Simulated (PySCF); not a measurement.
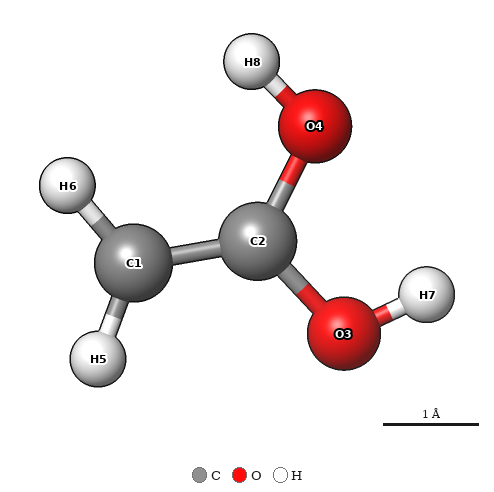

The structure (ball-and-stick view, seen on its broad side; atoms are numbered from 1 in the order of the input).

**Run report: C$_{2}$H$_{4}$O$_{2}$ (charge +1), single-point calculation**

The run: single-point calculation of C$_{2}$H$_{4}$O$_{2}$, charge +1, multiplicity 2. Method and program: HF/aug-cc-pVDZ, UHF (PySCF 2.14.0).

The geometry is that of the parent species in another charge or spin state. The geometry comes from this level: PBE0-D4/def2-TZVP.

**Output**
```
PySCF version 2.14.0

[INPUT] num. atoms = 8
[INPUT] num. electrons = 31
[INPUT] charge = 1
[INPUT] spin (= nelec alpha-beta = 2S) = 1
[INPUT] symmetry False subgroup None
[INPUT] Mole.unit = angstrom
[INPUT] Symbol           X                Y                Z      unit          X                Y                Z       unit  Magmom
[INPUT]  1 C     -0.861900000000   0.309200000000  -0.656600000000 AA   -1.628754946763   0.584303317716  -1.240794173389 Bohr   0.0
[INPUT]  2 C      0.226400000000   0.062700000000   0.067600000000 AA    0.427833994602   0.118485828010   0.127745486021 Bohr   0.0
[INPUT]  3 O      1.269600000000   0.899800000000   0.139400000000 AA    2.399196287748   1.700375566884   0.263427821764 Bohr   0.0
[INPUT]  4 O      0.450100000000  -1.036800000000   0.824600000000 AA    0.850565728667  -1.959268045949   1.558268162316 Bohr   0.0
[INPUT]  5 H     -0.934000000000   1.223000000000  -1.225100000000 AA   -1.765004200344   2.311135050343  -2.315103475205 Bohr   0.0
[INPUT]  6 H     -1.679700000000  -0.396100000000  -0.683800000000 AA   -3.174172971432  -0.748520517940  -1.292194723978 Bohr   0.0
[INPUT]  7 H      1.929700000000   0.505200000000   0.718800000000 AA    3.646604502573   0.954689638130   1.358335138337 Bohr   0.0
[INPUT]  8 H     -0.308000000000  -1.624300000000   0.759300000000 AA   -0.582035646366  -3.069482144131   1.434869046382 Bohr   0.0

nuclear repulsion = 122.388602317632
number of shells = 52
number of NR pGTOs = 184
number of NR cGTOs = 128
basis = aug-cc-pvdz
ecp = {}

******** <class 'pyscf.df.df_jk.DFUHF'> ********
method = DFUHF
initial guess = minao
damping factor = 0
level_shift factor = 0
DIIS = <class 'pyscf.scf.diis.CDIIS'>
diis_start_cycle = 1
diis_space = 8
diis_damp = 0
SCF conv_tol = 1e-10
SCF conv_tol_grad = None
SCF max_cycles = 50
direct_scf = False
number electrons alpha = 16  beta = 15
Set gradient conv threshold to 1e-05
******** <class 'pyscf.df.df.DF'> ********
auxbasis = def2-universal-jkfit
init E= -228.588069785603
  alpha nocc = 16  HOMO = -0.214025080397898  LUMO = 0.0218759716683534
  beta  nocc = 15  HOMO = -0.464347110338851  LUMO = -0.214025080397898

WARN: HOMO -0.214025080397898 >= LUMO -0.214025080397898

cycle= 1 E= -227.36802036207  delta_E= 1.22  |g|= 0.537  |ddm|= 2.71
  alpha nocc = 16  HOMO = -0.747229838617299  LUMO = -0.128320755503856
  beta  nocc = 15  HOMO = -0.7518800179719  LUMO = -0.353874471413394
  HOMO = -0.747229838617  LUMO = -0.353874471413  gap/eV = 10.70374
cycle= 2 E= -227.483724784082  delta_E= -0.116  |g|= 0.293  |ddm|= 0.902
  alpha nocc = 16  HOMO = -0.684431051938007  LUMO = -0.115286263823545
  beta  nocc = 15  HOMO = -0.761897351688937  LUMO = -0.257756811025419
  HOMO = -0.684431051938  LUMO = -0.257756811025  gap/eV = 11.61040
cycle= 3 E= -227.518677993812  delta_E= -0.035  |g|= 0.0609  |ddm|= 0.402
  alpha nocc = 16  HOMO = -0.676932780731812  LUMO = -0.111598734956713
  beta  nocc = 15  HOMO = -0.739035281648361  LUMO = -0.237993782810891
  HOMO = -0.676932780732  LUMO = -0.237993782811  gap/eV = 11.94414
cycle= 4 E= -227.52070684109  delta_E= -0.00203  |g|= 0.0174  |ddm|= 0.117
  alpha nocc = 16  HOMO = -0.684737483281161  LUMO = -0.11179698350401
  beta  nocc = 15  HOMO = -0.746175206858869  LUMO = -0.24024707181863
  HOMO = -0.684737483281  LUMO = -0.240247071819  gap/eV = 12.09520
cycle= 5 E= -227.521007344056  delta_E= -0.000301  |g|= 0.00696  |ddm|= 0.0395
  alpha nocc = 16  HOMO = -0.686209098440027  LUMO = -0.111886092574498
  beta  nocc = 15  HOMO = -0.74639655036714  LUMO = -0.238983504329424
  HOMO = -0.68620909844  LUMO = -0.238983504329  gap/eV = 12.16963
cycle= 6 E= -227.521095149321  delta_E= -8.78e-05  |g|= 0.00363  |ddm|= 0.021
  alpha nocc = 16  HOMO = -0.687245296712948  LUMO = -0.111855772387952
  beta  nocc = 15  HOMO = -0.747836621994951  LUMO = -0.238654166169786
  HOMO = -0.687245296713  LUMO = -0.23865416617  gap/eV = 12.20679
cycle= 7 E= -227.521123368528  delta_E= -2.82e-05  |g|= 0.00141  |ddm|= 0.0149
  alpha nocc = 16  HOMO = -0.68764983744314  LUMO = -0.111845973922835
  beta  nocc = 15  HOMO = -0.74810659486417  LUMO = -0.238659032171321
  HOMO = -0.687649837443  LUMO = -0.238659032171  gap/eV = 12.21766
cycle= 8 E= -227.52112836434  delta_E= -5e-06  |g|= 0.000564  |ddm|= 0.00682
  alpha nocc = 16  HOMO = -0.687593935279645  LUMO = -0.111840259101471
  beta  nocc = 15  HOMO = -0.748237700499409  LUMO = -0.238582463927103
  HOMO = -0.68759393528  LUMO = -0.238582463927  gap/eV = 12.21822
cycle= 9 E= -227.521129033882  delta_E= -6.7e-07  |g|= 0.000191  |ddm|= 0.00251
  alpha nocc = 16  HOMO = -0.687607956469167  LUMO = -0.11183634743717
  beta  nocc = 15  HOMO = -0.748234111698191  LUMO = -0.23860269641177
  HOMO = -0.687607956469  LUMO = -0.238602696412  gap/eV = 12.21806
cycle= 10 E= -227.521129105115  delta_E= -7.12e-08  |g|= 8.34e-05  |ddm|= 0.00066
  alpha nocc = 16  HOMO = -0.687611344516549  LUMO = -0.111837837714327
  beta  nocc = 15  HOMO = -0.748223219036525  LUMO = -0.238603146741359
  HOMO = -0.687611344517  LUMO = -0.238603146741  gap/eV = 12.21814
cycle= 11 E= -227.521129119304  delta_E= -1.42e-08  |g|= 5.91e-05  |ddm|= 0.000188
  alpha nocc = 16  HOMO = -0.687610607199059  LUMO = -0.111836893171392
  beta  nocc = 15  HOMO = -0.748214041537479  LUMO = -0.238600744427562
  HOMO = -0.687610607199  LUMO = -0.238600744428  gap/eV = 12.21818
cycle= 12 E= -227.521129125907  delta_E= -6.6e-09  |g|= 3.4e-05  |ddm|= 0.000121
  alpha nocc = 16  HOMO = -0.687614667787173  LUMO = -0.11183600790114
  beta  nocc = 15  HOMO = -0.748198795288019  LUMO = -0.238602992925865
  HOMO = -0.687614667787  LUMO = -0.238602992926  gap/eV = 12.21823
cycle= 13 E= -227.521129130242  delta_E= -4.33e-09  |g|= 1.75e-05  |ddm|= 0.00013
  alpha nocc = 16  HOMO = -0.687613531249027  LUMO = -0.111835548804716
  beta  nocc = 15  HOMO = -0.748193645896037  LUMO = -0.238602356034516
  HOMO = -0.687613531249  LUMO = -0.238602356035  gap/eV = 12.21822
cycle= 14 E= -227.521129131208  delta_E= -9.67e-10  |g|= 7.98e-06  |ddm|= 7.75e-05
  alpha nocc = 16  HOMO = -0.687613283264599  LUMO = -0.11183539808995
  beta  nocc = 15  HOMO = -0.74819098715265  LUMO = -0.238602449794811
  HOMO = -0.687613283265  LUMO = -0.238602449795  gap/eV = 12.21821
cycle= 15 E= -227.521129131327  delta_E= -1.19e-10  |g|= 3.02e-06  |ddm|= 2.49e-05
  alpha nocc = 16  HOMO = -0.687613258484479  LUMO = -0.111835335857077
  beta  nocc = 15  HOMO = -0.748191399915125  LUMO = -0.238602721382206
  HOMO = -0.687613258484  LUMO = -0.238602721382  gap/eV = 12.21820
cycle= 16 E= -227.521129131347  delta_E= -1.98e-11  |g|= 1.41e-06  |ddm|= 9.66e-06
  alpha nocc = 16  HOMO = -0.687613160293195  LUMO = -0.111835333622114
  beta  nocc = 15  HOMO = -0.748191260798467  LUMO = -0.238602546833518
  HOMO = -0.687613160293  LUMO = -0.238602546834  gap/eV = 12.21820
```

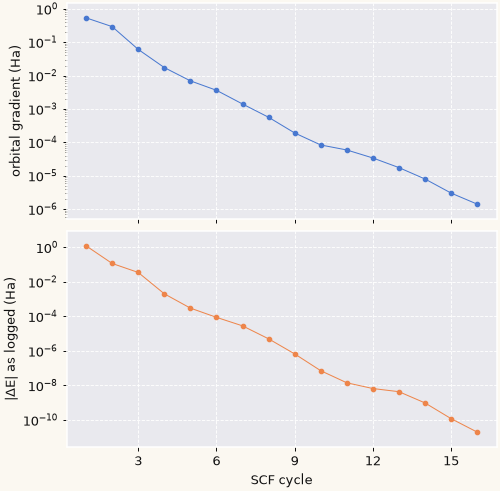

Convergence of the self-consistent field: orbital gradient and size of the energy change against the SCF cycle. The residual falls at every step.

```
Extra cycle  E= -227.521129131352  delta_E= -4.49e-12  |g|= 9.02e-07  |ddm|= 2.41e-06
converged SCF energy = -227.521129131352  <S^2> = 0.76015968  2S+1 = 2.010134
total energy: -227.52112913 hartree
```

The run was set up as follows.

**Input file (run.py)**
```python
from pyscf import gto

molecule = gto.Mole()
molecule.atom = [
    ('C', (-0.861900, 0.309200, -0.656600)),
    ('C', (0.226400, 0.062700, 0.067600)),
    ('O', (1.269600, 0.899800, 0.139400)),
    ('O', (0.450100, -1.036800, 0.824600)),
    ('H', (-0.934000, 1.223000, -1.225100)),
    ('H', (-1.679700, -0.396100, -0.683800)),
    ('H', (1.929700, 0.505200, 0.718800)),
    ('H', (-0.308000, -1.624300, 0.759300)),
]
molecule.max_memory = 1860
molecule.spin = 1
molecule.verbose = 4
molecule.charge = 1
molecule.basis = 'aug-cc-pvdz'
molecule.build()

mf = molecule.UHF()
mf = mf.density_fit(auxbasis='def2-universal-jkfit')
mf.conv_tol = 1e-10
mf.kernel()
if not mf.converged:
    mf = mf.newton().run(mf.mo_coeff, mf.mo_occ)

etot = mf.e_tot
print(f'total energy: {etot:.8f} hartree')
```

Run as:
```bash
OMP_NUM_THREADS=1 python run.py
```

**Results in brief**

- outcome: converged
- total energy: −227.521129 hartree
- basis functions: 128
- ⟨S²⟩: 0.760
- hardware: 1 thread of Arm Neoverse V2, 24 GiB of memory available, shared host
- wall time: 3.3 s
- peak memory: 0.2 GiB

**Notes**

The record of the run, not the program, notes: dipole of an ion depends on the origin; logged alpha LUMO and gap are faulty.
